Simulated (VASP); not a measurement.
Band structure of HfB (relaxed from the wurtzite structure, space group P6_3/mmc). All values below come from PBEsol GGA, VASP's PBE PAW potentials (set 64) (plane waves; VASP).

Unless said otherwise, spin-orbit coupling is left out, though it shifts the bands of the heavy elements here.

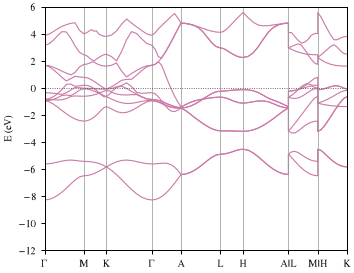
Figure. Bands along high-symmetry lines, zero at the valence-band maximum or, without a gap, the Fermi level

Problem. Read the plot: is there a gap, and where are the band edges?

Solution. It has no gap at this level: it comes out as a metal or semimetal. (Edges off the drawn lines would not show.)

The structure was generated: HfB was put into the wurtzite type (P6_3mc), which need not be its known phase. It was relaxed first, which changed the volume by -37 %. The relaxed cell has space group P6_3/mmc.
